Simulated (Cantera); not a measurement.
A closed system holds: 1 mol PH3, 4.2 mol O2, held at 2.30 bar.

These are equilibrium values from Cantera (NASA tables, ideal gas, pure condensed phases), not measurements of a reactor. Candidate condensed phases: H2O, P, P4O10; 17 gas species. Gases not in the tables: HPO2, HPO3 and P4O6. Rates play no part.

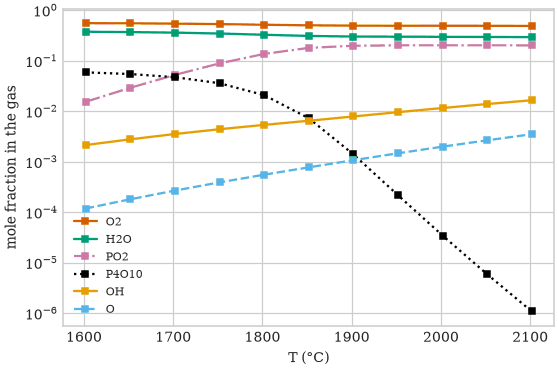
Figure. Equilibrium gas composition (values under 1e-9 drawn at 1e-9)

Q: Read off the mole fractions at 1752 °C.

A: O2 about 0.53, H2O about 0.34, PO2 about 0.088, P4O10 about 0.036, OH about 0.0044, O about 0.00039.
